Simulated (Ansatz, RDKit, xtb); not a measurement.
# Isomers of C4H7FS, a sample narrowed down, part 2 of 2

Which of a sample of isomers of C4H7FS is the most stable in the gas at 298.15 K, and what are its properties? The sample is small against all isomers, and the most stable one of this formula need not be in it.

xtb, Ansatz and PySCF; isolated molecules. The steps go on from the part before.

## 10. c442a at MP2/def2-TZVPP

File input.yaml:

```yaml
crystal:
  periodic: [false, false, false]
  atoms:
    - {symbol: C, position_ang: [-0.249954, -0.512143, 0.932771]}
    - {symbol: C, position_ang: [-0.770058, 0.474383, 1.985338]}
    - {symbol: C, position_ang: [0.606469, 1.178356, 1.897467]}
    - {symbol: C, position_ang: [0.780343, 0.540559, 0.500327]}
    - {symbol: F, position_ang: [-1.132259, -0.944633, -0.025935]}
    - {symbol: S, position_ang: [2.470447, 0.071941, 0.028014]}
    - {symbol: H, position_ang: [0.243454, -1.392581, 1.382199]}
    - {symbol: H, position_ang: [-1.566585, 1.096279, 1.547295]}
    - {symbol: H, position_ang: [-1.104850, 0.077002, 2.954973]}
    - {symbol: H, position_ang: [1.325222, 0.756226, 2.618296]}
    - {symbol: H, position_ang: [0.641756, 2.275294, 1.958165]}
    - {symbol: H, position_ang: [0.327023, 1.185021, -0.271332]}
    - {symbol: H, position_ang: [2.165332, -0.371113, -1.212245]}
basis:
  gaussian:
    orbitals: def2-TZVPP
correlation:
  method: mp2
  frozen_orbitals: {S: 5, F: 1, C: 1, H: 0}
```

On the command line:

```bash
$ ansatz run input.yaml --threads 2 --pin off --max-ram 5220MiB --events-out events.jsonl --progress --plain --runs-dir runs
```

Log:

```text
Warning: RAYON_NUM_THREADS=2 ignored (pool sized by the plan → 2); use --threads N
Functional definition: HF
  name "HF"
  exchange = exact_x
  correlation = 0
1752 factors; integrals over basis functions are off by at most 1.0e-3 eV
mean field evaluation 1: about -17754.1816 eV, gradient 3.6e1 eV
mean field evaluation 2: about -17754.4963 eV, gradient 3.6e1 eV
mean field evaluation 4: about -17758.0046 eV, gradient 4.5e0 eV
mean field evaluation 8: about -17758.0748 eV, gradient 3.0e-1 eV
mean field -17758.07520478 eV, -652.5972269200 hartree, gradient 1.8e-6 eV, S^2 0.000000; 0 other end points of the search recorded, 0 dependent functions left out
10 core orbitals not correlated: weight in the atoms' cores, before any rotation towards them, 1.000 or more for the frozen orbitals, at most 0.000 for the correlated occupied ones
reference -17758.07520478 eV, -652.5972269200 hartree; 18, 18 occupied and 267, 267 virtual orbitals, 1752 factors
second order -29.89877134 eV of doubles, -0.00000000 eV of singles
Total energy: -17787.97397613 eV, -653.6959865008 hartree
```

It took 24 s on 2 threads of AMD EPYC (Zen 3), shared host; peak memory 0.9 GiB.

## 11. c675a at CCSD(T)/def2-SVP

File input.yaml:

```yaml
crystal:
  periodic: [false, false, false]
  atoms:
    - {symbol: C, position_ang: [0.251124, -1.637298, 1.800637]}
    - {symbol: C, position_ang: [-0.734567, -0.959236, 0.838198]}
    - {symbol: C, position_ang: [0.140280, 0.309958, 0.962324]}
    - {symbol: C, position_ang: [0.717949, -0.255541, 2.280706]}
    - {symbol: F, position_ang: [-0.297227, -2.461899, 2.755052]}
    - {symbol: S, position_ang: [-0.598768, 1.964647, 0.899297]}
    - {symbol: H, position_ang: [1.044124, -2.199706, 1.276494]}
    - {symbol: H, position_ang: [-1.698027, -0.819925, 1.355007]}
    - {symbol: H, position_ang: [-0.909793, -1.391028, -0.158491]}
    - {symbol: H, position_ang: [0.911838, 0.331089, 0.175103]}
    - {symbol: H, position_ang: [-1.489148, 1.758132, 1.896595]}
    - {symbol: H, position_ang: [1.780231, -0.087800, 2.512994]}
    - {symbol: H, position_ang: [0.099134, 0.050740, 3.139782]}
basis:
  gaussian:
    orbitals: def2-SVP
total_charge: 0
correlation:
  method: ccsd_t
  frozen_orbitals: {S: 5, F: 1, C: 1, H: 0}
```

On the command line:

```bash
$ ansatz run input.yaml --threads 2 --pin off --max-ram 5220MiB --events-out events.jsonl --progress --plain --runs-dir runs
```

Log, cut to the lines that bear on the results:

```text
Warning: RAYON_NUM_THREADS=2 ignored (pool sized by the plan → 2); use --threads N
[... 2 set-up lines as earlier in the session ...]
[...]
1237 factors; integrals over basis functions are off by at most 1.3e-3 eV
[...]
mean field -17746.23598341 eV, -652.1621435595 hartree, gradient 2.8e-6 eV, S^2 0.000000; 0 other end points of the search recorded, 0 dependent functions left out
10 core orbitals not correlated: weight in the atoms' cores, before any rotation towards them, 1.000 or more for the frozen orbitals, at most 0.000 for the correlated occupied ones
reference -17746.23598341 eV, -652.1621435595 hartree; 18, 18 occupied and 95, 95 virtual orbitals, 1237 factors
second order -23.66437413 eV of doubles, -0.00000000 eV of singles
cycle   1  -24.56089600 eV  change   -9.0e-1 eV  update   1.0e-1
[...]
cycle   8  -25.27831896 eV  change    3.1e-5 eV  update   3.3e-5
perturbative correction -0.75228420 eV, -0.0276459343 hartree
Total energy: -17772.26658656 eV, -653.1187505812 hartree
```

Wall time 46 s (2 threads of AMD EPYC (Zen 3), shared host); peak memory 0.78 GiB.

## 12. Free energies and the winner

Energies in kcal/mol from c442a; G adds the thermal terms to the CCSD(T)/def2-SVP + MP2/def2-TZVPP - MP2/def2-SVP energy. The columns left of the relaxed level are at the tight-binding geometries.

```
label               SMILES     spin  GFN2-xTB  HF/STO-3G  r2SCAN-D4/def2-SVP  r2SCAN-D4/def2-SVP, relaxed  HF/def2-SVP  MP2/def2-SVP  CCSD(T)/def2-SVP + MP2/def2-TZVPP - MP2/def2-SVP    G  share at equilibrium     T1
c442a    F[C@@H]1CC[C@H]1S  singlet       0.0        0.0                 0.0                          0.0          0.0           0.0                                               0.0  0.0                59.5 %  0.009
c675a  F[C@H]1C[C@@H](S)C1  singlet      -0.9       -0.6                 0.1                          0.2          0.5           0.4                                               0.3  0.5                23.5 %  0.009
c382a   F[C@H]1C[C@H](S)C1  singlet       0.4        1.2                 1.5                          1.3          1.2           1.2                                               1.1  1.1                10.1 %  0.009
c995a   F[C@@H]1CC[C@@H]1S  singlet       2.5        1.5                 0.4                          0.5          1.7           0.5                                               1.2  1.5                 4.7 %  0.009
c714a           FC1(S)CCC1  singlet       1.0       -1.0                 1.0                          1.7          4.0           2.4                                               2.0  2.0                 2.2 %  0.009
```

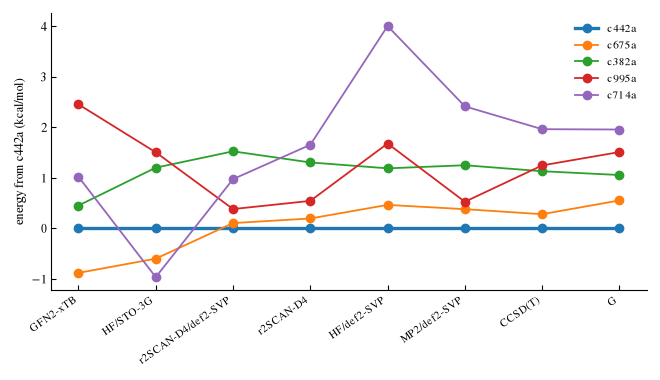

The finalists at each level, measured from c442a.

Lowest found: c442a, `F[C@@H]1CC[C@H]1S`, a singlet. Bond lengths: C1–C2 1.534 Å, C2–C3 1.549 Å, C1–C4 1.535 Å, C3–C4 1.546 Å, C1–F5 1.373 Å, C4–S6 1.816 Å, C1–H7 1.105 Å, C2–H8 1.101 Å, C2–H9 1.100 Å, C3–H10 1.102 Å, C3–H11 1.099 Å, C4–H12 1.103 Å, S6–H13 1.352 Å. Some angles: C1–C2–C3 87.2°, C2–C1–C4 88.8°, C2–C1–F5 117.6°, C4–C1–F5 116.8°, C2–C3–C4 87.9°, C1–C4–C3 87.3°, C1–C4–S6 121.4°, C3–C4–S6 116.5°, C1–C2–H8 109.6°, C1–C2–H9 118.4°.

```xyz
13

C    -0.2500   -0.5121    0.9328
C    -0.7701    0.4744    1.9853
C     0.6065    1.1784    1.8975
C     0.7803    0.5406    0.5003
F    -1.1323   -0.9446   -0.0259
S     2.4704    0.0719    0.0280
H     0.2435   -1.3926    1.3822
H    -1.5666    1.0963    1.5473
H    -1.1049    0.0770    2.9550
H     1.3252    0.7562    2.6183
H     0.6418    2.2753    1.9582
H     0.3270    1.1850   -0.2713
H     2.1653   -0.3711   -1.2122
```

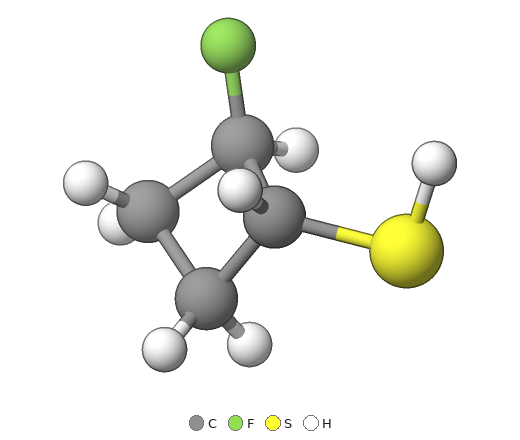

The lowest structure found, seen from a chosen angle (carbon grey, fluorine green, sulfur yellow, hydrogen white).

## 13. Outcome

This closing draws on all 2 parts.

| quantity | value |
| --- | --- |
| lowest structure found | F[C@@H]1CC[C@H]1S, singlet |
| next finalist | F[C@H]1C[C@@H](S)C1, singlet, 0.5 kcal/mol higher in G |
| share at equilibrium, among the finalists | 59.5 % |
| funnel | 9 starts, 8 minima at GFN2-xTB from these starts (10 with those found later), 10 screening runs, 5 relaxed, 5 ranked |
| CPU time of all runs | 24 min |

**Reading.** `F[C@@H]1CC[C@H]1S` comes out lowest. Its margin of 0.5 kcal/mol is inside the likely error of CCSD(T)/def2-SVP + MP2/def2-TZVPP - MP2/def2-SVP with harmonic terms (about 1.5 kcal/mol), so the order of the first two is not settled. r2SCAN-D4/def2-SVP, r2SCAN-D4/def2-SVP, relaxed, HF/def2-SVP and MP2/def2-SVP already put its bonding pattern lowest among the structures in one piece; GFN2-xTB favours the singlet F[C@H]1C[C@@H](S)C1; HF/STO-3G favours the singlet FC1(S)CCC1. The largest share of the time went into the final energies (49 % of the CPU time that the search's summary counts). Lowest found is not proven lowest: the search is finite, and each finalist counts with one conformer. Only 5 drawn patterns were tried, so whole families of isomers are missing, and the result ranks this sample alone.
